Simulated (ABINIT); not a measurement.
**Quasiparticle gap of Ca2H3Br (P-3m1) in ABINIT**

Aim: the G0W0 gap of Ca2H3Br (P-3m1) on LDA, step by step.

Calculated with ABINIT 10.8.3; LDA and many-body steps on it, plane waves.

**1. Starting point**

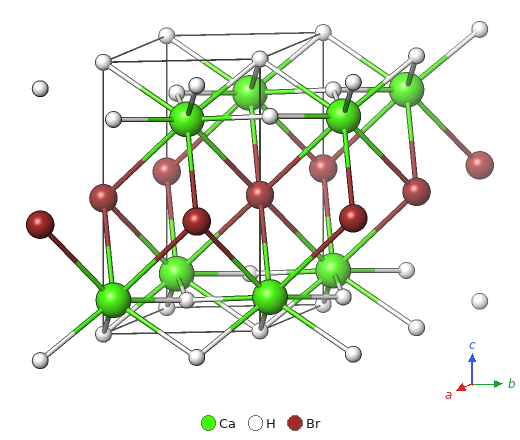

The cell as given, slightly off an axis (calcium green, hydrogen white, bromine red). 2×2×1 cells are drawn. Bonds to atoms that aren't drawn are left out. Some periodic images of atoms are drawn too.

Structure file:

```cif
data_structure
_symmetry_space_group_name_H-M 'P-3m1'
_symmetry_Int_Tables_number 164
_cell_length_a 3.9029
_cell_length_b 3.9029
_cell_length_c 6.8535
_cell_angle_alpha 90.000
_cell_angle_beta 90.000
_cell_angle_gamma 120.000
_cell_volume 90.41
loop_
_atom_site_label
_atom_site_type_symbol
_atom_site_symmetry_multiplicity
_atom_site_Wyckoff_symbol
_atom_site_fract_x
_atom_site_fract_y
_atom_site_fract_z
_atom_site_occupancy
Ca1 Ca 2 d 0.66667 0.33333 0.18576 1
H1 H 2 d 0.66667 0.33333 0.85048 1
H2 H 1 a 0.00000 0.00000 0.00000 1
Br1 Br 1 b 0.00000 0.00000 0.50000 1
```

The cell and positions are those that the Materials Project relaxed with its own functionals (PBE, PBE+U or r2SCAN), kept fixed.

**2. Ground state**

This step: ABINIT 10.8.3; DFT, LDA, plane waves, norm-conserving pseudopotentials.

The ground-state density comes first.

The input, run.abi:

```
acell 3*1.0 Angstrom
rprim 
  3.902939985722 0.000000000020 0.000000000000
  -1.951469992878 3.380045177071 0.000000000000
  0.000000000000 0.000000000000 6.853533590000
ntypat 3
znucl 20 1 35
natom 6
typat 1 1 2 2 2 3
xred 
  0.666666666667 0.333333333333 0.185756080000
  0.333333333333 0.666666666667 0.814243920000
  0.666666666667 0.333333333333 0.850475830000
  0.333333333333 0.666666666667 0.149524170000
  0.000000000000 0.000000000000 0.000000000000
  0.000000000000 0.000000000000 0.500000000000
pp_dirpath "pseudos"
pseudos "Ca.upf, H.upf, Br.upf"
ecut 31
ngkpt 6 6 4
nshiftk 1
shiftk 0 0 0
kptopt 1
chksymbreak 0
nband 22
occopt 1
tolvrs 1e-10
nstep 60
prtwf 0
optforces 0
optstress 0
indata_prefix "in"
outdata_prefix "out"
tmpdata_prefix "tmp"
```

Command:

```sh
> OMP_NUM_THREADS=1 mpirun -n 8 abinit run.abi > log
```

Numbers of over 12 decimals in the logs are rounded to 6 here.

Output:

```text
.Version 10.8.3 of ABINIT. v10.8.2 released Aug 2026.

 Symmetries : space group P-3 m 1 (#164); Bravais hP (primitive hexag.)
================================================================================
 Values of the parameters that define the memory need of the present run
     intxc =       0    ionmov =       0      iscf =       7    lmnmax =       6
     lnmax =       6     mgfft =      72  mpssoang =       3    mqgrid =    3247
     natom =       6  nloc_mem =       1    nspden =       1   nspinor =       1
    nsppol =       1      nsym =      12    n1xccc =    2501    ntypat =       3
    occopt =       1   xclevel =       1
-    mband =          22        mffmem =           1         mkmem =           3
       mpw =        5042          nfft =      115200          nkpt =          24
================================================================================
  Rough estimation (10% accuracy) of disk space for files :
================================================================================

--------------------------------------------------------------------------------
------------- Echo of variables that govern the present computation ------------
--------------------------------------------------------------------------------
 -outvars: echo values of preprocessed input variables --------
            acell      1.8897261259E+00  1.8897261259E+00  1.8897261259E+00 Bohr

      chksymbreak           0
             ecut      3.10000000E+01 Hartree
-          fftalg         312

              ixc       -1012
              kpt      0.00000000E+00  0.00000000E+00  0.00000000E+00
                       1.66666667E-01  0.00000000E+00  0.00000000E+00
                       3.33333333E-01  0.00000000E+00  0.00000000E+00
                       5.00000000E-01  0.00000000E+00  0.00000000E+00
                       1.66666667E-01  1.66666667E-01  0.00000000E+00
                       3.33333333E-01  1.66666667E-01  0.00000000E+00
                       3.33333333E-01  3.33333333E-01  0.00000000E+00
                       0.00000000E+00  0.00000000E+00  2.50000000E-01
                       1.66666667E-01  0.00000000E+00  2.50000000E-01
   [... 13 further rows ...]
                       3.33333333E-01  1.66666667E-01  5.00000000E-01
                       3.33333333E-01  3.33333333E-01  5.00000000E-01
         kptrlatt        6    0    0      0    6    0      0    0    4
          kptrlen      4.42529260E+01
P           mkmem           3
            natom           6
            nband          22
            ngfft          40      40      72
             nkpt          24
            nstep          60
             nsym          12
           ntypat           3
              occ      2.000000  2.000000  2.000000  2.000000  2.000000  2.000000
                       2.000000  2.000000  2.000000  2.000000  2.000000  2.000000
                       2.000000  2.000000  2.000000  0.000000  0.000000  0.000000
                       0.000000  0.000000  0.000000  0.000000
        optforces           0
        optstress           0
            prtwf           0
            rprim      3.9029399857E+00  2.0000000000E-11  0.0000000000E+00
[...]
spgroup         164

           tolvrs      1.00000000E-10

             xred      6.6666666667E-01  3.3333333333E-01  1.8575608000E-01
[...]
znucl       20.00000    1.00000   35.00000

================================================================================

 chkinp: Checking input parameters for consistency.

================================================================================
== DATASET  1 ==================================================================
-   mpi_nproc: 8, omp_nthreads: 1 (-1 if OMP is not activated)

--- !DatasetInfo
iteration_state: {dtset: 1, }
dimensions: {natom: 6, nkpt: 24, mband: 22, nsppol: 1, nspinor: 1, nspden: 1, mpw: 5042, }
cutoff_energies: {ecut:  31.0, pawecutdg:  -1.0, }
electrons: {nelect:   3.00000000E+01, charge:   0.00000000E+00, occopt:   1.00000000E+00, tsmear:   1.00000000E-02, }

 Real(R)+Recip(G) space primitive vectors, cartesian coordinates (Bohr,Bohr^-1):
 R(1)=  7.3754877  0.0000000  0.0000000  G(1)=  0.1355843  0.0782796  0.0000000
 R(2)= -3.6877438  6.3873597  0.0000000  G(2)=  0.0000000  0.1565592  0.0000000
 R(3)=  0.0000000  0.0000000 12.9513015  G(3)=  0.0000000  0.0000000  0.0772123
 Unit cell volume ucvol=  6.1013442E+02 bohr^3
 Angles (23,13,12)=  9.00000000E+01  9.00000000E+01  1.20000000E+02 degrees

 getcut: wavevector=  0.0000  0.0000  0.0000  ngfft=  40  40  72
         ecut(hartree)=     31.000   => boxcut(ratio)=   2.16383

--- Pseudopotential description ------------------------------------------------
- Ca Generated using ONCVPSP code by D. R. Hamann
- 20.00000  10.00000  180309                  znucl, zion, pspdat
12 -1012 2 -1 1724                            pspcod,pspxc,lmax,lloc,mmax
     nproj     2     2     2
  pspatm : epsatm=   12.51424511
         --- l  ekb(1:nproj) -->
[...]
pspatm: atomic psp has been read  and splines computed

- H Generated using ONCVPSP code by D. R. Hamann
-  1.00000   1.00000  180309                  znucl, zion, pspdat
12 -1012 1 -1 1180                            pspcod,pspxc,lmax,lloc,mmax
     nproj     2     1     0
  pspatm : epsatm=    0.35439867
         --- l  ekb(1:nproj) -->
[...]
1   -0.275071
 pspatm: atomic psp has been read  and splines computed

- Br Generated using ONCVPSP code by D. R. Hamann
- 35.00000   7.00000  180309                  znucl, zion, pspdat
12 -1012 2 -1 1084                            pspcod,pspxc,lmax,lloc,mmax
     nproj     2     2     2
  pspatm : epsatm=   10.24179696
         --- l  ekb(1:nproj) -->
[...]
pspatm: atomic psp has been read  and splines computed

   1.09000450E+03                                ecore*ucvol(ha*bohr**3)
--------------------------------------------------------------------------------

_setup2: Arith. and geom. avg. npw (full set) are    5031.188    5031.182

================================================================================

--- !BeginCycle
iteration_state: {dtset: 1, }
solver: {iscf: 7, nstep: 60, nline: 4, wfoptalg: 0, }
tolerances: {tolvrs: 1.00E-10, }

     iter   Etot(hartree)      deltaE(h)  residm     vres2
 ETOT  1  -94.977693644343    -9.498E+01 6.052E-02 1.152E+03
 ETOT  2  -95.069689093058    -9.200E-02 1.183E-02 2.616E+02
 ETOT  3  -95.075664009339    -5.975E-03 3.866E-03 7.421E+01
 ETOT  4  -95.077688124424    -2.024E-03 4.347E-03 1.881E+00
 ETOT  5  -95.077759886042    -7.176E-05 2.247E-03 7.365E-02
 ETOT  6  -95.077764178924    -4.293E-06 2.029E-03 4.360E-03
 ETOT  7  -95.077764778040    -5.991E-07 1.830E-03 9.870E-05
 ETOT  8  -95.077764797462    -1.942E-08 1.380E-03 6.386E-06
 ETOT  9  -95.077764798291    -8.291E-10 1.066E-03 3.300E-07
 ETOT 10  -95.077764798367    -7.573E-11 8.981E-04 6.199E-09
 ETOT 11  -95.077764798374    -6.764E-12 5.163E-04 6.950E-10
 ETOT 12  -95.077764798376    -2.672E-12 5.001E-04 1.079E-10
 ETOT 13  -95.077764798375     1.322E-12 2.772E-04 6.024E-13

 At SCF step   13       vres2   =  6.02E-13 < tolvrs=  1.00E-10 =>converged.

--- !ResultsGS
iteration_state: {dtset: 1, }
comment   : Summary of ground state results
lattice_vectors:
- [  7.3754877,   0.0000000,   0.0000000, ]
- [ -3.6877438,   6.3873597,   0.0000000, ]
- [  0.0000000,   0.0000000,  12.9513015, ]
lattice_lengths: [   7.37549,    7.37549,   12.95130, ]
lattice_angles: [ 90.000,  90.000, 120.000, ] # degrees, (23, 13, 12)
lattice_volume:   6.1013442E+02
convergence: {deltae:  1.322E-12, res2:  6.024E-13, residm:  2.772E-04, diffor:  0.000E+00, }
etotal    :  -9.50777648E+01
entropy   :   0.00000000E+00
fermie    :   2.07899863E-01
cartesian_stress_tensor: null
pressure_GPa: null
xred      :
- [  6.6667E-01,   3.3333E-01,   1.8576E-01, Ca]
- [  3.3333E-01,   6.6667E-01,   8.1424E-01, Ca]
- [  6.6667E-01,   3.3333E-01,   8.5048E-01,  H]
- [  3.3333E-01,   6.6667E-01,   1.4952E-01,  H]
- [  0.0000E+00,   0.0000E+00,   0.0000E+00,  H]
- [  0.0000E+00,   0.0000E+00,   5.0000E-01, Br]
cartesian_forces: null
force_length_stats: {min: null, max: null, mean: null, }

 Integrated electronic density in atomic spheres:
 ------------------------------------------------
 Atom  Sphere_radius  Integrated_density
[...]
================================================================================

 ----iterations are completed or convergence reached----

 Mean square residual over all n,k,spin=   54.134E-07; max=  27.722E-05
 reduced coordinates (array xred) for    6 atoms
[...]
0.333333333333      0.666666666667      0.814243920000
       0.666666666667      0.333333333333      0.850475830000
       0.333333333333      0.666666666667      0.149524170000
       0.000000000000      0.000000000000      0.000000000000
       0.000000000000      0.000000000000      0.500000000000
 rms dE/dt=  0.0000E+00; max dE/dt=  0.0000E+00; dE/dt below (all hartree)
    1       0.000000000000      0.000000000000      0.000000000000
    2       0.000000000000      0.000000000000      0.000000000000
    3       0.000000000000      0.000000000000      0.000000000000
    4       0.000000000000      0.000000000000      0.000000000000
    5       0.000000000000      0.000000000000      0.000000000000
    6       0.000000000000      0.000000000000      0.000000000000

 cartesian coordinates (angstrom) at end:
    1      1.951470     1.126682     1.273086
    2     -1.133e-11     2.253363     5.580448
    3      1.951470     1.126682     5.828765
    4     -1.133e-11     2.253363     1.024769
    5      0.000000     0.000000     0.000000
    6      0.000000     0.000000     3.426767
 length scales=  1.889726125908  1.889726125908  1.889726125908 bohr
              =  1.000000000000  1.000000000000  1.000000000000 angstroms
 prteigrs : about to open file out_EIG
 Fermi (or HOMO) energy (hartree) =   0.20790   Average Vxc (hartree)=  -0.35671
 Eigenvalues (hartree) for nkpt=  24  k points:
 kpt#   1, nband= 22, wtk=  0.00694, kpt=  0.0000  0.0000  0.0000 (reduced coord)
  -1.30022   -1.29855   -0.61923   -0.60914   -0.60888   -0.60888   -0.60667   -0.60667
  -0.41654   -0.03484   -0.02249    0.06291    0.06291    0.09382    0.19779    0.28001
   0.28001    0.28244    0.28398    0.28398    0.32401    0.32518
 prteigrs : prtvol=0 or 1, do not print more k-points.

--- !EnergyTerms
iteration_state     : {dtset: 1, }
comment             : Components of total free energy in Hartree
kinetic             :  3.25708088808870E+01
hartree             :  1.88676698297653E+01
xc                  : -2.08025046790652E+01
Ewald energy        : -6.33085986147182E+01
psp_core            :  1.78649894093383E+00
local_psp           : -7.24986167874059E+01
non_local_psp       :  8.30697763122816E+00
total_energy        : -9.50777647983749E+01
total_energy_eV     : -2.58719778133312E+03
band_energy         : -1.28352246940102E+01

== END DATASET(S) ==============================================================
================================================================================

 -outvars: echo values of variables after computation  --------
           etotal     -9.5077764798E+01
            nband          22
             nkpt          24
          spgroup         164
 [... the other variables as echoed above ...]

 Calculation completed.
```

The job ended after 20 s (8 MPI ranks of Arm Neoverse V1, shared host; peak memory 0.68 GiB).

Numbers from this step:

- total energy: -2587.1978 eV
- gap: 1.235 eV
- k of the valence top: 0, 0, 0.5
- k of the conduction bottom: 0.1667, 0.1667, 0.5
- least direct gap: 1.517 eV

The gap is indirect, with the least direct gap 0.28 eV higher.

**3. Empty states on the mesh, 3×3×2 mesh, 80 bands**

The sums over transitions need many empty states on a uniform mesh; this step solves for them.

Changes to run.abi since step 2:

```diff
@@ -19,3 +19,3 @@
 ecut 31
-ngkpt 6 6 4
+ngkpt 3 3 2
 nshiftk 1
@@ -24,9 +24,10 @@
 chksymbreak 0
-nband 22
-occopt 1
-tolvrs 1e-10
+iscf -2
+irdden 1
+istwfk *1
+nband 80
+nbdbuf 6
+tolwfr 1e-09
 nstep 60
-prtwf 0
-optforces 0
-optstress 0
+prtvol 0
 indata_prefix "in"
```

Output:

```text
.Version 10.8.3 of ABINIT. v10.8.2 released Aug 2026.

 Symmetries : space group P-3 m 1 (#164); Bravais hP (primitive hexag.)
[... echo of the input left out ...]
== DATASET  1 ==================================================================
-   mpi_nproc: 8, omp_nthreads: 1 (-1 if OMP is not activated)
-    --> not optimal distribution: autoparal keyword recommended in input file <--

--- !DatasetInfo
iteration_state: {dtset: 1, }
dimensions: {natom: 6, nkpt: 6, mband: 80, nsppol: 1, nspinor: 1, nspden: 1, mpw: 5073, }
cutoff_energies: {ecut:  31.0, pawecutdg:  -1.0, }
electrons: {nelect:   3.00000000E+01, charge:   0.00000000E+00, occopt:   1.00000000E+00, tsmear:   1.00000000E-02, }

 Real(R)+Recip(G) space primitive vectors, cartesian coordinates (Bohr,Bohr^-1):
 R(1)=  7.3754877  0.0000000  0.0000000  G(1)=  0.1355843  0.0782796  0.0000000
 R(2)= -3.6877438  6.3873597  0.0000000  G(2)=  0.0000000  0.1565592  0.0000000
 R(3)=  0.0000000  0.0000000 12.9513015  G(3)=  0.0000000  0.0000000  0.0772123
 Unit cell volume ucvol=  6.1013442E+02 bohr^3
 Angles (23,13,12)=  9.00000000E+01  9.00000000E+01  1.20000000E+02 degrees

 getcut: wavevector=  0.0000  0.0000  0.0000  ngfft=  40  40  72
         ecut(hartree)=     31.000   => boxcut(ratio)=   2.16383

--- Pseudopotential description ------------------------------------------------
- Ca Generated using ONCVPSP code by D. R. Hamann
- 20.00000  10.00000  180309                  znucl, zion, pspdat
12 -1012 2 -1 1724                            pspcod,pspxc,lmax,lloc,mmax
     nproj     2     2     2
  pspatm : epsatm=   12.51424511
         --- l  ekb(1:nproj) -->
             0   10.026170    0.975458
             1    2.942990    0.445396
             2   -3.490458   -1.115963
 pspatm: atomic psp has been read  and splines computed

- H Generated using ONCVPSP code by D. R. Hamann
-  1.00000   1.00000  180309                  znucl, zion, pspdat
12 -1012 1 -1 1180                            pspcod,pspxc,lmax,lloc,mmax
     nproj     2     1     0
  pspatm : epsatm=    0.35439867
         --- l  ekb(1:nproj) -->
[...]
1   -0.275071
 pspatm: atomic psp has been read  and splines computed

- Br Generated using ONCVPSP code by D. R. Hamann
- 35.00000   7.00000  180309                  znucl, zion, pspdat
12 -1012 2 -1 1084                            pspcod,pspxc,lmax,lloc,mmax
     nproj     2     2     2
  pspatm : epsatm=   10.24179696
         --- l  ekb(1:nproj) -->
[...]
pspatm: atomic psp has been read  and splines computed

--------------------------------------------------------------------------------

================================================================================
 prteigrs : about to open file out_EIG
 Non-SCF case, kpt    1 (  0.00000  0.00000  0.00000), residuals and eigenvalues=
  1.17E-10  7.16E-10  3.38E-10  3.85E-10  3.40E-10  9.21E-10  1.67E-10  2.24E-10
  2.73E-10  3.79E-10  1.51E-10  1.76E-10  8.53E-10  7.23E-10  3.97E-10  1.39E-10
  7.03E-10  4.22E-10  7.41E-11  2.52E-10  4.06E-10  1.63E-10  5.26E-10  1.63E-10
[...]
-1.3002E+00 -1.2985E+00 -6.1923E-01 -6.0914E-01 -6.0888E-01 -6.0888E-01
 -6.0667E-01 -6.0667E-01 -4.1654E-01 -3.4835E-02 -2.2494E-02  6.2907E-02
  6.2907E-02  9.3820E-02  1.9779E-01  2.8001E-01  2.8001E-01  2.8244E-01
[...]
1.3809E+00  1.3809E+00  1.4017E+00  1.4017E+00  1.4665E+00  1.4665E+00
  1.4858E+00  1.4915E+00  1.4943E+00  1.4943E+00  1.5404E+00  1.5406E+00
  1.5408E+00  1.5572E+00
 prteigrs : prtvol=0 or 1, do not print more k-points.

--- !ResultsGS
iteration_state: {dtset: 1, }
comment   : Summary of ground state results
lattice_vectors:
- [  7.3754877,   0.0000000,   0.0000000, ]
- [ -3.6877438,   6.3873597,   0.0000000, ]
- [  0.0000000,   0.0000000,  12.9513015, ]
lattice_lengths: [   7.37549,    7.37549,   12.95130, ]
lattice_angles: [ 90.000,  90.000, 120.000, ] # degrees, (23, 13, 12)
lattice_volume:   6.1013442E+02
convergence: {deltae:  0.000E+00, res2:  0.000E+00, residm:  9.916E-10, diffor:  0.000E+00, }
etotal    :  -9.50777648E+01
entropy   :   0.00000000E+00
fermie    :   2.07899863E-01
cartesian_stress_tensor: null
pressure_GPa: null
xred      :
- [  6.6667E-01,   3.3333E-01,   1.8576E-01, Ca]
- [  3.3333E-01,   6.6667E-01,   8.1424E-01, Ca]
- [  6.6667E-01,   3.3333E-01,   8.5048E-01,  H]
- [  3.3333E-01,   6.6667E-01,   1.4952E-01,  H]
- [  0.0000E+00,   0.0000E+00,   0.0000E+00,  H]
- [  0.0000E+00,   0.0000E+00,   5.0000E-01, Br]
cartesian_forces: null
force_length_stats: {min: null, max: null, mean: null, }

 Integrated electronic density in atomic spheres:
 ------------------------------------------------
 Atom  Sphere_radius  Integrated_density
[...]
================================================================================

 ----iterations are completed or convergence reached----

 Mean square residual over all n,k,spin=   50.254E-11; max=  99.159E-11
 reduced coordinates (array xred) for    6 atoms
[...]
0.000000000000      0.000000000000      0.000000000000
       0.000000000000      0.000000000000      0.500000000000

 cartesian coordinates (angstrom) at end:
    1      1.951470     1.126682     1.273086
    2     -1.133e-11     2.253363     5.580448
    3      1.951470     1.126682     5.828765
    4     -1.133e-11     2.253363     1.024769
    5      0.000000     0.000000     0.000000
    6      0.000000     0.000000     3.426767
 length scales=  1.889726125908  1.889726125908  1.889726125908 bohr
              =  1.000000000000  1.000000000000  1.000000000000 angstroms
 prteigrs : about to open file out_EIG
 Eigenvalues (hartree) for nkpt=   6  k points:
 kpt#   1, nband= 80, wtk=  0.05556, kpt=  0.0000  0.0000  0.0000 (reduced coord)
[...]
1.36991    1.38037    1.38089    1.38089    1.40172    1.40172    1.46654    1.46654
   1.48582    1.49151    1.49433    1.49433    1.54036    1.54059    1.54078    1.55722
 prteigrs : prtvol=0 or 1, do not print more k-points.

== END DATASET(S) ==============================================================
================================================================================

 -outvars: echo values of variables after computation  --------
            nband          80
             nkpt           6
          spgroup         164
 [... the other variables as echoed above ...]

 Calculation completed.
```

Wall time 17 s (8 MPI ranks); peak memory 0.57 GiB; 2.3 min of CPU time.

This step gave:

```yaml
gap: 1.394 eV
k_of_the_valence_top: 0, 0, 0.5
k_of_the_conduction_bottom: 0.3333, 0, 0.5
least_direct_gap: 1.517 eV
k_points_computed: 6
lowest_point_of_the_top_converged_band_above_the_valence_top: 32.09 eV
```

On this mesh the gap is 1.394 eV. The earlier step found 1.235 eV, so this mesh misses an edge.

[end of part 1 of 2]

[Paths, hosts, dates, memory and timing lines, banners, echoed tables and standing remarks are left out of the program output.]

[Logs are printed without paths, hosts, clocks, repeated set-up lines and the standing remarks that a program may print on its own settings, such as how far it seeks lower states.]

[Runs of the session that timed out or met a known fault of the program may be left out.]

[Hosts, paths, dates, database ids (printed as entryN), source tags and the programs' standing remarks are cut or masked in the printed files.]

[G0W0 gaps are taken among the corrected bands and points alone; a level outside them can change the order at an edge.]

[Where Ansatz stands beside ABINIT at settings called matched, ABINIT's density can come from a denser mesh and the files from another edition; pairs whose starting gaps differed by over 0.03 eV were left out, so agreement reads better than it is.]
